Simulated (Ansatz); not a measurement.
The relaxed structure here is a generated cell of Ge2Sb2Te5: the first start was made by a random draw of sites in a space group, and the end was not matched to a known phase here, so it may be hypothetical. Known forms of Ge2Sb2Te5 include space group No. 164.

A relaxed structure of Ge₂Sb₂Te₅. Space group P1 (No. 1). Level of theory: PBE (plane waves to 420 eV, PAW, scalar-relativistic; Ansatz, an electronic-structure program).

```cif
data_Ge2Sb2Te5
_chemical_formula_sum 'Ge2 Sb2 Te5'
_space_group_name_H-M_alt 'P1'
_space_group_IT_number 1
_space_group_name_Hall 'P 1'
_cell_length_a 6.29488
_cell_length_b 7.26995
_cell_length_c 7.98471
_cell_angle_alpha 94.125
_cell_angle_beta 99.156
_cell_angle_gamma 109.782
loop_
_space_group_symop_operation_xyz
  'x, y, z'
loop_
_atom_site_label
_atom_site_type_symbol
_atom_site_symmetry_multiplicity
_atom_site_Wyckoff_symbol
_atom_site_fract_x
_atom_site_fract_y
_atom_site_fract_z
_atom_site_occupancy
Ge1 Ge 1 a 0.03532 0.16507 0.88031 1
Ge2 Ge 1 a 0.81984 0.31642 0.33739 1
Sb1 Sb 1 a 0.27683 0.13543 0.19032 1
Sb2 Sb 1 a 0.66944 0.80693 0.78969 1
Te1 Te 1 a 0.28073 0.49027 0.35985 1
Te2 Te 1 a 0.41508 0.07521 0.72984 1
Te3 Te 1 a 0.93721 0.74542 0.52805 1
Te4 Te 1 a 0.82005 0.91013 0.22056 1
Te5 Te 1 a 0.77740 0.38618 0.98895 1
```

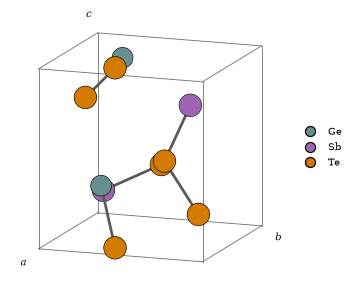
Fig. 1. The conventional cell of the relaxed structure

```yaml
volume_per_atom: 37.37 Å³
band_gap: 0.34 eV, indirect (valence top at k = (0.3333, 0.2, 0.4), conduction bottom at Y) (no spin-orbit coupling)
smallest_direct_gap: 0.45 eV at Y
shortest_distances: Ge–Te 2.71 Å; Ge–Sb 2.75 Å; Sb–Te 2.82 Å; Te–Te 2.91 Å
k-mesh: 6×5×5
```

Band energies at high-symmetry points (eV from the VBM; labels of this space group; no spin-orbit coupling), from −5 eV up to 4.9 eV:

| point | energies |
|---|---|
| Γ | -4.40 -4.17 -3.97 -3.65 -3.38 -2.81 -2.66 -2.27 -2.17 -1.55 -1.17 -0.91 -0.75 -0.31 -0.04 0.65 1.28 1.57 2.01 2.24 2.30 2.60 3.08 3.34 3.77 3.88 4.74 |
| X | -4.69 -4.26 -3.87 -3.75 -3.09 -2.72 -2.46 -2.10 -1.81 -1.54 -1.26 -1.10 -0.96 -0.49 -0.37 0.71 1.06 1.21 1.83 2.34 2.45 2.78 2.91 3.24 3.90 4.21 4.58 |
| Y | -4.14 -3.99 -3.79 -3.50 -3.20 -3.01 -2.47 -2.21 -1.92 -1.55 -1.48 -1.33 -0.73 -0.41 -0.11 0.34 0.80 1.28 1.67 2.16 2.47 2.75 2.95 3.10 3.44 4.09 4.40 |
| Z | -4.37 -4.28 -3.76 -3.23 -3.02 -2.46 -2.28 -1.96 -1.75 -1.48 -1.39 -1.12 -0.52 -0.35 -0.24 0.56 0.96 1.27 1.76 2.13 2.17 2.65 2.90 3.06 3.51 3.55 4.23 |
| R2 | -4.19 -3.84 -3.59 -3.24 -3.04 -2.68 -2.26 -2.15 -1.80 -1.60 -1.34 -1.06 -0.91 -0.69 -0.36 0.59 1.09 1.32 1.68 1.76 2.28 2.32 2.97 3.16 3.67 3.74 4.29 |
| T2 | -4.29 -4.15 -3.64 -3.10 -2.93 -2.53 -2.27 -2.04 -1.84 -1.62 -1.33 -0.99 -0.86 -0.66 -0.17 0.70 0.90 1.26 1.52 1.88 2.43 2.71 2.81 3.08 3.63 3.96 4.25 |
| U2 | -4.38 -3.91 -3.74 -3.33 -3.03 -2.65 -2.30 -2.04 -1.91 -1.50 -1.37 -1.09 -0.82 -0.44 -0.07 0.52 0.78 1.17 1.58 1.90 2.56 2.65 2.99 3.06 3.46 3.69 4.52 4.93 |
| V2 | -4.29 -3.86 -3.81 -3.40 -3.32 -2.75 -2.44 -2.25 -2.09 -1.89 -1.80 -1.30 -0.99 -0.77 -0.48 1.17 1.48 1.64 1.99 2.09 2.22 2.61 2.81 3.13 3.39 4.15 4.26 |

The relaxed cell holds bonded Te–Te pairs (2.91 Å). No spin polarisation in the result. Spin-orbit coupling is missing; with elements this heavy it can move band edges by tenths of an eV or more.

It was reached from a disturbed copy of a R32 (No. 155) cell, against which it lies -0.44 eV/atom.
